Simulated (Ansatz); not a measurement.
C6H11HfNO (SMILES [CH3][Hf]1234([NH2])([OH])[CH]5[CH]1[CH]2[CH]3[CH]54)

```xyz
20

C     1.7772    0.3920   -1.5016
Hf   -0.1514   -0.3651   -0.6272
N     0.2217   -2.3462   -0.3057
O    -1.3208   -0.2791   -2.1568
C    -0.8238    1.6887    0.6679
C    -1.7221    0.6660    1.0452
C    -0.9957   -0.3039    1.7698
C     0.3482    0.1183    1.8369
C     0.4562    1.3480    1.1544
H     1.9872   -0.1737   -2.4180
H     2.6400    0.2659   -0.8398
H     1.7284    1.4511   -1.7809
H     0.1654   -3.0241   -1.0545
H     0.4563   -2.8302    0.5468
H    -2.0408   -0.0917   -2.7491
H    -1.0702    2.5685    0.0904
H    -2.7769    0.6280    0.8141
H    -1.3981   -1.2175    2.1813
H     1.1596   -0.4168    2.3088
H     1.3597    1.9218    1.0181
```

Geometry: PBE0-D4/def2-TZVP; core potentials replace the inner electrons of Hf.

Method: Ansatz 0.2.0, RKS PBE0-D4/def2-TZVPP.

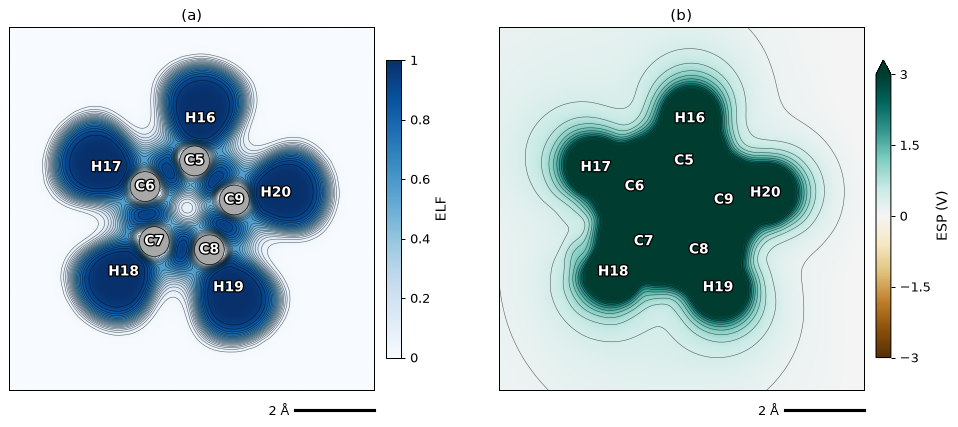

Figure 1. (a) ELF; (b) electrostatic potential on the plane of atoms C8, C9 and H20. Grey discs cover the atomic cores in the ELF map.

### Read the bonding off the picture.

The section cuts through C and H sites.
C–C (1.41 Å): the ELF peaks at about 0.95 between the atoms, as expected for a covalent bond.
The potential has no marked negative region in this plane.

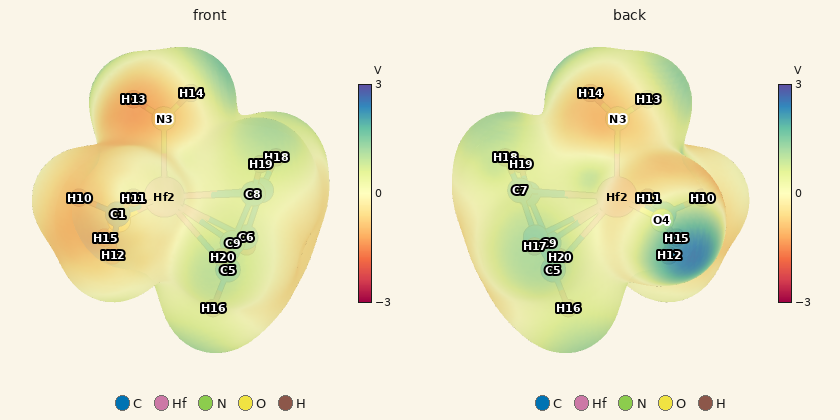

Figure 2. The molecular electrostatic potential painted on the density surface at 0.002 e/bohr³, seen from the front and from behind; red is negative and blue positive.

### Where is the surface potential most negative and most positive?

The most negative region (about −1.2 V) lies over N3, the most positive (about +2.3 V) over H15. N3 is the likeliest acceptor of a hydrogen bond.

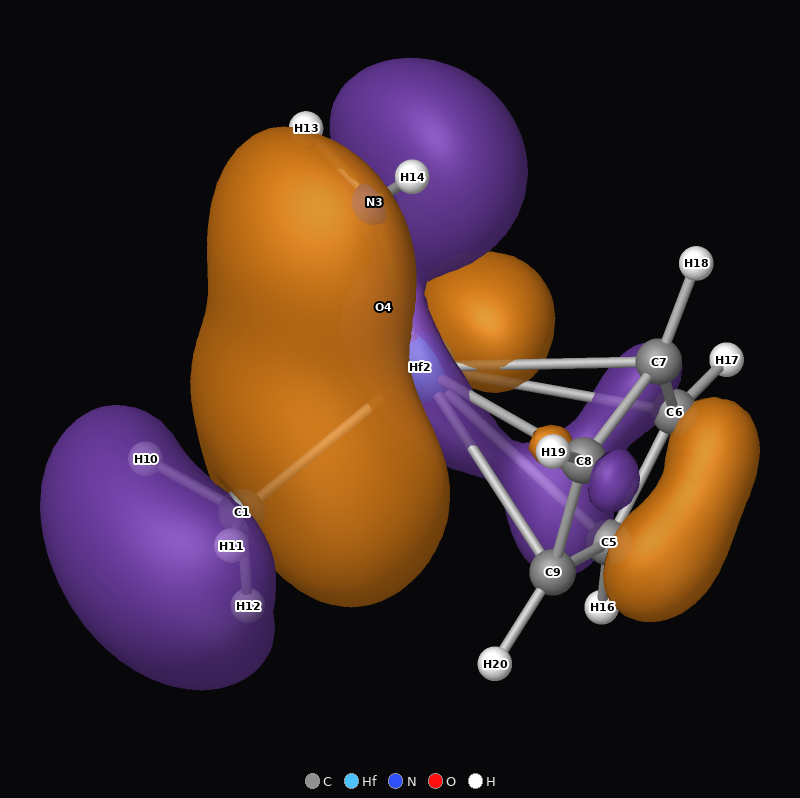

Figure 3. The HOMO at ±0.06 Å⁻³ᐟ² (orange and purple are the two phases), seen at an oblique angle.

### What is the character of this orbital?

By Hirshfeld shares it lies mainly on C1 (about 40 %), Hf2 (about 20 %) and N3 (about 20 %). Its energy is −6.80 eV.
